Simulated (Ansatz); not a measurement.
# Run report: CH₇BFN, nudged elastic band

System: CH₇BFN.
Method: RHF/def2-SVP (Ansatz 0.2.0).

One setting was made poor on purpose. It belongs to a series of runs on one base structure; here: band between the two ends. Figures and captions count atoms from 1; the log counts them from 0 in places.

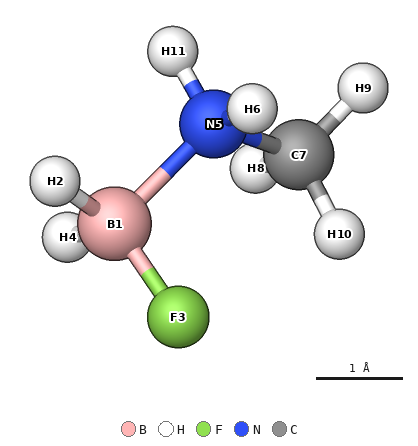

Figure 1. The input geometry (ball-and-stick view, seen at a tilt; atoms are numbered from 1 in the order of the input). Bond lengths as drawn: B–F 1.39 Å, B–H 1.22 Å, B–N 1.67 Å, C–H 1.09 Å, C–N 1.47 Å and H–N 1.01 Å.

**Summary**

```csv
quantity,value
outcome,converged
"barrier, forward",2.220 eV
"barrier, backward",2.448 eV
hardware,"1 thread of Intel Xeon @ 2.60GHz (Ice Lake), 24 GiB of memory available, shared host"
wall time,4.9 min
peak memory,0.2 GiB
```

A deliberately poor setting: straight start. The order of the saddle point was not checked.

**Input file**
```yaml
crystal:
  periodic: [false, false, false]
  atoms:
    - { symbol: B, position_ang: [0.074836, 0.164266, 0.049817] }
    - { symbol: H, position_ang: [0.144291, -0.624559, 0.979896] }
    - { symbol: F, position_ang: [1.275731, 0.357352, -0.621051] }
    - { symbol: H, position_ang: [-0.891719, 0.019304, -0.68294] }
    - { symbol: "N", position_ang: [-0.182835, 1.634548, 0.801158] }
    - { symbol: H, position_ang: [0.584365, 1.76669, 1.441753] }
    - { symbol: C, position_ang: [-0.288247, 2.779892, -0.108871] }
    - { symbol: H, position_ang: [-1.140013, 2.625356, -0.766991] }
    - { symbol: H, position_ang: [-0.413585, 3.713124, 0.440607] }
    - { symbol: H, position_ang: [0.614003, 2.824482, -0.711867] }
    - { symbol: H, position_ang: [-1.013229, 1.546343, 1.364888] }
basis:
  gaussian: { orbitals: def2-SVP }
hamiltonian:
  xc: hf
neb:
  order_check: false
  images: 7
  f_tol: 0.03
  max_iterations: 60
  initial_path: linear
  final_atoms:
    - { symbol: B, position_ang: [0.44556067, 0.49544171, -0.87959211] }
    - { symbol: H, position_ang: [-1.34250572, 0.48784172, 3.15200096] }
    - { symbol: F, position_ang: [1.33379728, -0.47755239, -0.69415734] }
    - { symbol: H, position_ang: [-0.38988691, 0.36034576, -1.72841821] }
    - { symbol: "N", position_ang: [0.51609235, 1.63211896, -0.08267685] }
    - { symbol: H, position_ang: [1.24710914, 1.68183828, 0.60080121] }
    - { symbol: C, position_ang: [-0.34027328, 2.79122677, -0.15224813] }
    - { symbol: H, position_ang: [-1.1019515, 2.63781728, -0.91498159] }
    - { symbol: H, position_ang: [-0.84921572, 2.97402177, 0.79688731] }
    - { symbol: H, position_ang: [0.2195214, 3.69234258, -0.41436918] }
    - { symbol: H, position_ang: [-0.97464971, 0.53135558, 2.50315293] }
```

Launch command:
```bash
ansatz run input.yaml --threads 1 --pin off --max-ram 2048MiB --backend cpu --events-out ev --progress --plain --runs-dir out
```

**The program's output**
```
Engine: ansatz 0.2.0, x86_64-unknown-linux-gnu
Functional definition: HF
  exchange = exact_x
  correlation = 0
1012 factors; integrals over basis functions are off by at most 3.0e-4 eV
mean field evaluation 1: about -5994.9891 eV, gradient 3.1e1 eV
mean field evaluation 2: about -5995.1583 eV, gradient 3.1e1 eV
mean field evaluation 4: about -5997.4748 eV, gradient 3.6e0 eV
mean field evaluation 8: about -5997.5115 eV, gradient 1.5e-1 eV
mean field -5997.51157072 eV, -220.4044849646 hartree, gradient 2.3e-5 eV, S^2 0.000000; 0 other end points of the search recorded, 0 dependent functions left out
the calculation of the forces begins
reference -5997.51157072 eV, -220.4044849646 hartree; 17, 17 occupied and 74, 74 virtual orbitals, 1012 factors
1008 factors; integrals over basis functions are off by at most 4.4e-4 eV
mean field evaluation 16: about -5997.7057 eV, gradient 3.1e0 eV
mean field -5997.74012766 eV, -220.4128842774 hartree, gradient 3.4e-5 eV, S^2 0.000000; 0 other end points of the search recorded, 0 dependent functions left out
[... from here on the field's lines of each further geometry are left out, up to the last ...]
NEB iter   1: max|band force component| = 1.266e1 eV/Å  barrier→ = 7.0598 eV  barrier← = 7.2884 eV  Δτ_max = 0.2000 Å  (318 SCF iters)
NEB iter   2: max|band force component| = 4.176e0 eV/Å  barrier→ = 4.1259 eV  barrier← = 4.3545 eV  Δτ_max = 0.2000 Å  (264 SCF iters)
NEB iter   3: max|band force component| = 3.586e0 eV/Å  barrier→ = 3.1292 eV  barrier← = 3.3577 eV  Δτ_max = 0.1009 Å  (241 SCF iters)
NEB iter   4: max|band force component| = 2.714e0 eV/Å  barrier→ = 2.6029 eV  barrier← = 2.8315 eV  Δτ_max = 0.2000 Å  (242 SCF iters)
NEB iter   5: max|band force component| = 3.106e0 eV/Å  barrier→ = 2.2542 eV  barrier← = 2.4827 eV  Δτ_max = 0.1005 Å  (240 SCF iters)
NEB iter   6: max|band force component| = 1.550e0 eV/Å  barrier→ = 1.6834 eV  barrier← = 1.9119 eV  Δτ_max = 0.1990 Å  (243 SCF iters)
NEB iter   7: max|band force component| = 5.572e-1 eV/Å  barrier→ = 1.5273 eV  barrier← = 1.7559 eV  Δτ_max = 0.2000 Å  (242 SCF iters)
NEB iter   8: max|band force component| = 9.682e-1 eV/Å  barrier→ = 1.3542 eV  barrier← = 1.5828 eV  Δτ_max = 0.0952 Å  (239 SCF iters)
NEB iter   9: max|band force component| = 2.175e0 eV/Å  barrier→ = 1.3401 eV  barrier← = 1.5686 eV  CI = image 3  Δτ_max = 0.0993 Å  (246 SCF iters)
NEB iter  10: max|band force component| = 1.873e0 eV/Å  barrier→ = 1.5609 eV  barrier← = 1.7894 eV  CI = image 3  Δτ_max = 0.1981 Å  (248 SCF iters)
NEB iter  11: max|band force component| = 2.168e0 eV/Å  barrier→ = 2.3741 eV  barrier← = 2.6027 eV  CI = image 3  Δτ_max = 0.1969 Å  (240 SCF iters)
NEB iter  12: max|band force component| = 1.306e0 eV/Å  barrier→ = 2.4153 eV  barrier← = 2.6438 eV  CI = image 3  Δτ_max = 0.1982 Å  (241 SCF iters)
NEB iter  13: max|band force component| = 1.204e0 eV/Å  barrier→ = 2.1629 eV  barrier← = 2.3915 eV  CI = image 3  Δτ_max = 0.1111 Å  (241 SCF iters)
NEB iter  14: max|band force component| = 1.084e0 eV/Å  barrier→ = 2.3086 eV  barrier← = 2.5372 eV  CI = image 3  Δτ_max = 0.0794 Å  (246 SCF iters)
NEB iter  15: max|band force component| = 3.180e-1 eV/Å  barrier→ = 2.2551 eV  barrier← = 2.4836 eV  CI = image 3  Δτ_max = 0.0313 Å  (240 SCF iters)
NEB iter  16: max|band force component| = 1.269e-1 eV/Å  barrier→ = 2.2447 eV  barrier← = 2.4733 eV  CI = image 3  Δτ_max = 0.0535 Å  (228 SCF iters)
NEB iter  17: max|band force component| = 1.726e-1 eV/Å  barrier→ = 2.2372 eV  barrier← = 2.4658 eV  CI = image 3  Δτ_max = 0.0269 Å  (246 SCF iters)
NEB iter  18: max|band force component| = 1.382e-1 eV/Å  barrier→ = 2.2337 eV  barrier← = 2.4622 eV  CI = image 3  Δτ_max = 0.0269 Å  (237 SCF iters)
NEB iter  19: max|band force component| = 2.501e-1 eV/Å  barrier→ = 2.2307 eV  barrier← = 2.4592 eV  CI = image 3  Δτ_max = 0.0134 Å  (240 SCF iters)
NEB iter  20: max|band force component| = 1.021e-1 eV/Å  barrier→ = 2.2293 eV  barrier← = 2.4579 eV  CI = image 3  Δτ_max = 0.0269 Å  (229 SCF iters)
NEB iter  21: max|band force component| = 7.446e-2 eV/Å  barrier→ = 2.2269 eV  barrier← = 2.4555 eV  CI = image 3  Δτ_max = 0.0535 Å  (241 SCF iters)
NEB iter  22: max|band force component| = 1.172e-1 eV/Å  barrier→ = 2.2233 eV  barrier← = 2.4519 eV  CI = image 3  Δτ_max = 0.0269 Å  (248 SCF iters)
NEB iter  23: max|band force component| = 4.943e-2 eV/Å  barrier→ = 2.2220 eV  barrier← = 2.4506 eV  CI = image 3  Δτ_max = 0.0535 Å  (251 SCF iters)
NEB iter  24: max|band force component| = 2.750e-2 eV/Å  barrier→ = 2.2207 eV  barrier← = 2.4492 eV  CI = image 3  Δτ_max = 0.0327 Å  (250 SCF iters)
NEB iter  25: max|band force component| = 4.100e-2 eV/Å  barrier→ = 2.2200 eV  barrier← = 2.4486 eV  CI = image 3  Δτ_max = 0.0535 Å  (36 SCF iters)
NEB iter  26: max|band force component| = 2.983e-2 eV/Å  barrier→ = 2.2198 eV  barrier← = 2.4484 eV  CI = image 3  Δτ_max = 0.0211 Å  (250 SCF iters)
NEB iter  27: max|band force component| = 4.121e-2 eV/Å  barrier→ = 2.2198 eV  barrier← = 2.4483 eV  CI = image 3  Δτ_max = 0.0106 Å  (37 SCF iters)
NEB iter  28: max|band force component| = 1.178e-1 eV/Å  barrier→ = 2.2197 eV  barrier← = 2.4482 eV  CI = image 3  Δτ_max = 0.0053 Å  (222 SCF iters)
NEB iter  29: max|band force component| = 6.169e-2 eV/Å  barrier→ = 2.2197 eV  barrier← = 2.4482 eV  CI = image 3  Δτ_max = 0.0053 Å  (207 SCF iters)
the calculation of the forces begins
reference -5997.73403769 eV, -220.4126604751 hartree; 17, 17 occupied and 74, 74 virtual orbitals, 1006 factors
1013 factors; integrals over basis functions are off by at most 1.3e-3 eV
mean field -5995.29191472 eV, -220.3229141110 hartree, gradient 2.4e-5 eV, S^2 0.000000; 1 other end points of the search recorded, 0 dependent functions left out
the calculation of the forces begins
reference -5995.29191472 eV, -220.3229141110 hartree; 17, 17 occupied and 74, 74 virtual orbitals, 1013 factors
NEB iter  30: max|band force component| = 1.392e-2 eV/Å  barrier→ = 2.2197 eV  barrier← = 2.4482 eV  CI = image 3  Δτ_max = 0.0000 Å  (463 SCF iters)
```

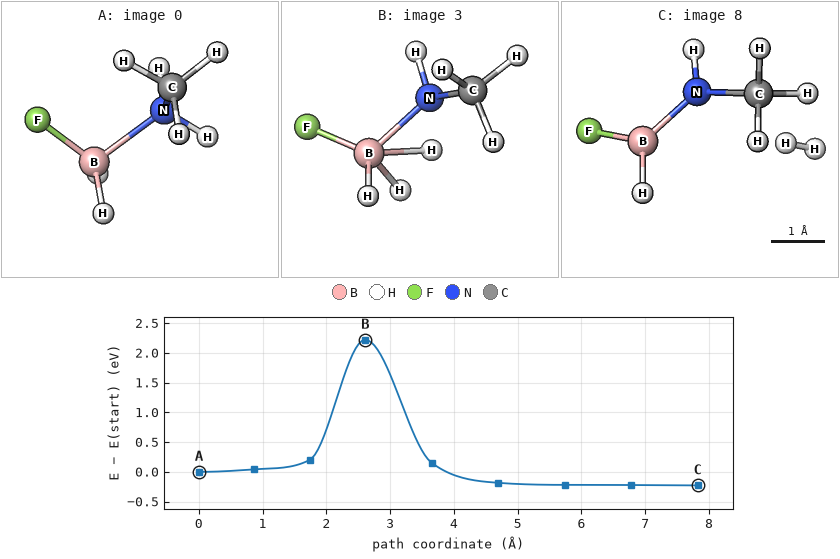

Figure 2. Images of the last band (counted from 0; ball-and-stick, seen at a tilt) above the energy along the path; the line is a cubic interpolation that uses the forces. The highest image is number 3, 2.220 eV above the start and 2.448 eV above the end (the climbing image); the end lies 0.229 eV below the start. The path is 7.82 Å long. The band converged in 30 iterations.

```
Total energy: -5995.29191472 eV, -220.3229141110 hartree
Atom 0 at     0.101280     0.307401     0.013627 Å, force    -0.002096    -0.000494     0.005694 eV/Å
Atom 1 at    -0.680712    -0.210181     1.097394 Å, force     0.002608     0.000975    -0.002459 eV/Å
Atom 2 at     1.280161    -0.351593     0.049263 Å, force     0.000661    -0.000764    -0.000935 eV/Å
Atom 3 at    -0.610841     0.188265    -0.947303 Å, force    -0.000617     0.000265    -0.000157 eV/Å
Atom 4 at     0.164399     1.744185     0.612941 Å, force    -0.002187     0.000655    -0.001695 eV/Å
Atom 5 at     1.044355     1.928184     1.061056 Å, force    -0.000413    -0.000332     0.001444 eV/Å
Atom 6 at    -0.388070     2.882181    -0.094813 Å, force     0.000758    -0.000086    -0.000199 eV/Å
Atom 7 at    -1.415147     2.669777    -0.387371 Å, force     0.000007     0.000194     0.000183 eV/Å
Atom 8 at    -0.400302     3.764874     0.544815 Å, force     0.000274    -0.000003     0.000001 eV/Å
Atom 9 at     0.177258     3.115902    -1.001254 Å, force    -0.000028    -0.000130    -0.000141 eV/Å
Atom 10 at    -0.508784     0.767804     1.238042 Å, force     0.001034    -0.000281    -0.001736 eV/Å
Dipole moment:    -0.175188     0.614419     0.186913 e Å
this run last wrote the band of iteration 30 to [file]; this run last wrote the band within `neb.f_tol` of iteration 26 to [file]
```

**The last band as extended XYZ (Å, eV, eV/Å)**
```
11
Properties=species:S:1:pos:R:3:forces:R:3 image=0 energy=-5997.51157
B     0.0748    0.1643    0.0498   -0.0035  -0.0079  -0.0039
H     0.1443   -0.6246    0.9799   -0.0021   0.0034  -0.0227
F     1.2757    0.3574   -0.6211   -0.0201  -0.0046   0.0115
H    -0.8917    0.0193   -0.6829    0.0245   0.0003   0.0148
N    -0.1828    1.6345    0.8012   -0.0053   0.0277   0.0052
H     0.5844    1.7667    1.4418   -0.0051  -0.0004  -0.0059
C    -0.2882    2.7799   -0.1089    0.0008  -0.0063  -0.0084
H    -1.1400    2.6254   -0.7670    0.0176   0.0065   0.0134
H    -0.4136    3.7131    0.4406   -0.0003  -0.0109  -0.0105
H     0.6140    2.8245   -0.7119   -0.0163  -0.0015   0.0091
H    -1.0132    1.5463    1.3649    0.0097  -0.0064  -0.0025
11
Properties=species:S:1:pos:R:3:forces:R:3 image=1 energy=-5997.46965
B     0.0762    0.1528    0.0286   -0.0013   0.0019   0.0008
H    -0.2339   -0.6449    0.8981    0.0330  -0.0166   0.0044
F     1.4235    0.1267   -0.3065   -0.0007   0.0330  -0.0324
H    -0.6730    0.1926   -0.9312   -0.0243  -0.0029   0.0139
N    -0.0910    1.6480    0.7840   -0.0133  -0.0030   0.0082
H     0.7832    1.7840    1.2682   -0.0164  -0.0084   0.0168
C    -0.3757    2.7889   -0.0903    0.0074  -0.0035  -0.0020
H    -1.3394    2.6332   -0.5672    0.0093   0.0042  -0.0102
H    -0.3950    3.7234    0.4708    0.0119   0.0005  -0.0078
H     0.3882    2.8431   -0.8610    0.0171  -0.0177   0.0046
H    -0.7996    1.5590    1.4929   -0.0227   0.0124   0.0036
11
Properties=species:S:1:pos:R:3:forces:R:3 image=2 energy=-5997.31118
B     0.0492    0.1308    0.0093   -0.0766  -0.1769   0.0091
H    -0.6035   -0.4636    0.8613    0.0636  -0.2271  -0.1924
F     1.3764   -0.2541   -0.0313    0.0558   0.0672  -0.0839
H    -0.5003    0.2366   -1.0687    0.0575   0.0383  -0.0879
N     0.0687    1.6738    0.6922   -0.0823  -0.0663   0.0688
H     0.9945    1.8414    1.0560   -0.0208  -0.0926  -0.0358
C    -0.4281    2.8334   -0.0529   -0.0183  -0.0459   0.0280
H    -1.4339    2.6260   -0.4066   -0.0097  -0.0273  -0.0075
H    -0.4469    3.7260    0.5734    0.0017  -0.0273   0.0035
H     0.2067    3.0214   -0.9167    0.0284  -0.1198   0.0502
H    -0.5192    1.4351    1.4705    0.0007   0.6777   0.2478
11
Properties=species:S:1:pos:R:3:forces:R:3 image=3 energy=-5995.29191
B     0.1013    0.3074    0.0136   -0.0021  -0.0005   0.0057
H    -0.6807   -0.2102    1.0974    0.0026   0.0010  -0.0025
F     1.2802   -0.3516    0.0493    0.0007  -0.0008  -0.0009
H    -0.6108    0.1883   -0.9473   -0.0006   0.0003  -0.0002
N     0.1644    1.7442    0.6129   -0.0022   0.0007  -0.0017
H     1.0444    1.9282    1.0611   -0.0004  -0.0003   0.0014
C    -0.3881    2.8822   -0.0948    0.0008  -0.0001  -0.0002
H    -1.4151    2.6698   -0.3874    0.0000   0.0002   0.0002
H    -0.4003    3.7649    0.5448    0.0003   0.0000   0.0000
H     0.1773    3.1159   -1.0013    0.0000  -0.0001  -0.0001
H    -0.5088    0.7678    1.2380    0.0010  -0.0003  -0.0017
11
Properties=species:S:1:pos:R:3:forces:R:3 image=4 energy=-5997.35851
B     0.2911    0.5004   -0.2383    0.1877   0.1757  -0.2296
H    -0.8710   -0.3151    1.6023   -0.2059  -0.1199   0.3540
F     1.2198   -0.4053    0.0516   -0.0217  -0.0300   0.0454
H    -0.6232    0.1858   -0.9465    0.0766   0.0175  -0.0663
N     0.4182    1.7978    0.2618    0.1898   0.0304  -0.2719
H     1.1869    2.0007    0.8688    0.0621   0.0615  -0.0804
C    -0.3631    2.9272   -0.1798    0.0266   0.0407  -0.0602
H    -1.4055    2.6443   -0.3311    0.0285  -0.0202   0.0057
H    -0.3433    3.7325    0.5543    0.0090  -0.0357   0.0389
H     0.0187    3.3197   -1.1231   -0.0747   0.2019  -0.0558
H    -0.7650    0.4187    1.6665   -0.2779  -0.3217   0.3202
11
Properties=species:S:1:pos:R:3:forces:R:3 image=5 energy=-5997.69648
B     0.3043    0.5209   -0.3794    0.0054   0.0037  -0.0127
H    -0.9620   -0.4557    2.1811   -0.0152  -0.0179   0.0422
F     1.2239   -0.3975   -0.0942    0.0047   0.0027  -0.0098
H    -0.6902    0.1812   -0.9549    0.0028   0.0016  -0.0071
N     0.5263    1.8395    0.0003    0.0094   0.0042  -0.0185
H     1.3854    2.0558    0.4671    0.0127   0.0065  -0.0263
C    -0.3359    2.9669   -0.2597    0.0033   0.0016  -0.0058
H    -1.3332    2.6178   -0.5218    0.0081  -0.0030  -0.0224
H    -0.4287    3.6030    0.6222   -0.0127  -0.0121   0.0106
H     0.0305    3.5852   -1.0830    0.0072   0.0276   0.0080
H    -0.9568    0.2895    2.2088   -0.0258  -0.0149   0.0418
11
Properties=species:S:1:pos:R:3:forces:R:3 image=6 energy=-5997.73113
B     0.2074    0.5285   -0.4854   -0.0011  -0.0010   0.0018
H    -0.6631   -0.4864    2.6862    0.0025  -0.0006  -0.0003
F     1.0638   -0.4350   -0.1536   -0.0014   0.0009   0.0007
H    -0.7944    0.2318   -1.0723   -0.0004   0.0005   0.0003
N     0.5037    1.8411   -0.1413   -0.0016   0.0018  -0.0005
H     1.3590    2.0160    0.3497    0.0000   0.0001  -0.0006
C    -0.3035    3.0069   -0.4040    0.0015   0.0013  -0.0014
H    -1.2132    2.7124   -0.9240    0.0013   0.0006  -0.0030
H    -0.5953    3.5120    0.5196   -0.0011   0.0011  -0.0015
H     0.2216    3.7304   -1.0320    0.0017   0.0009  -0.0003
H    -1.0222    0.1492    2.8434   -0.0014  -0.0057   0.0048
11
Properties=species:S:1:pos:R:3:forces:R:3 image=7 energy=-5997.73404
B     0.2516    0.4637   -0.6678    0.0005  -0.0002  -0.0022
H    -0.9167    0.0103    3.2294   -0.0031   0.0039   0.0049
F     1.1447   -0.4943   -0.4345    0.0010  -0.0005  -0.0031
H    -0.7285    0.1966   -1.3034    0.0012   0.0001  -0.0031
N     0.4847    1.7385   -0.1658   -0.0004  -0.0007   0.0000
H     1.3297    1.8929    0.3494   -0.0004  -0.0014   0.0008
C    -0.3519    2.9014   -0.3366   -0.0004  -0.0008   0.0010
H    -1.2463    2.6298   -0.8942    0.0000  -0.0004   0.0002
H    -0.6690    3.3150    0.6232   -0.0010  -0.0020   0.0015
H     0.1608    3.6910   -0.8908   -0.0003   0.0001   0.0022
H    -0.6955    0.4620    2.6774    0.0027   0.0019  -0.0021
11
Properties=species:S:1:pos:R:3:forces:R:3 image=8 energy=-5997.74013
B     0.2857    0.3889   -0.8425   -0.0022   0.0019   0.0017
H    -0.9031    0.7943    3.3852    0.0049  -0.0001  -0.0095
F     1.1925   -0.5730   -0.6924   -0.0026  -0.0001  -0.0020
H    -0.6632    0.1831   -1.5455    0.0077   0.0019   0.0036
N     0.4689    1.5963   -0.1787    0.0096  -0.0051   0.0045
H     1.2907    1.7025    0.3847   -0.0122  -0.0009  -0.0083
C    -0.3900    2.7542   -0.2375   -0.0088   0.0081  -0.0019
H    -1.2534    2.5375   -0.8644    0.0120   0.0039   0.0084
H    -0.7571    3.0345    0.7524    0.0030  -0.0004  -0.0116
H     0.1252    3.6184   -0.6639   -0.0071  -0.0090   0.0052
H    -0.6326    0.7701    2.6891   -0.0043  -0.0002   0.0098
```
